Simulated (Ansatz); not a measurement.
# Hypothetical P6_422 BP, pressure series

Consider BP (space group P6_422, No. 181; a hypothetical phase, not in the database extracts checked).

```yaml
crystal:
  lattice:
    - [3.27886, 0.00000, 0.00000]
    - [-1.63943, 2.83957, 0.00000]
    - [0.00000, 0.00000, 6.99543]
  atoms:
    - { symbol: B, position: [0.00000, 0.50000, 0.33333] }
    - { symbol: B, position: [0.50000, 0.50000, 0.66667] }
    - { symbol: B, position: [0.50000, 0.00000, 0.00000] }
    - { symbol: P, position: [0.00000, 0.50000, 0.83333] }
    - { symbol: P, position: [0.50000, 0.50000, 0.16667] }
    - { symbol: P, position: [0.50000, 0.00000, 0.50000] }
```

Cell and atoms are relaxed at each pressure.

Levels (all Ansatz, a program for electronic structure, PAW): PBE (420 eV, no spin-orbit coupling); PBEsol (420 eV, without spin-orbit coupling).

The base cell above is that of PBE; each level relaxes its own structures.

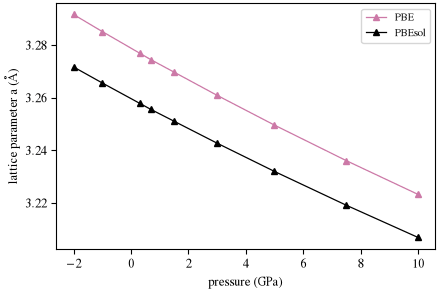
Fig. 1. Lattice parameter a under two levels

**Question.** How do the two levels compare along the series?

**Answer.** PBE lies above PBEsol in every row, by 0.016 Å to 0.020 Å. They put the cases in the same order.

A case with no gap was solved on a k-mesh chosen for an insulator, which is coarse for it. Load acts through the strain it causes; cell and atoms are relaxed under it. No phonon test of stability was made. No other phases were tried under pressure. The base started in P3_121 and relaxed to P6_422 at this level. All final runs are without spin polarisation.
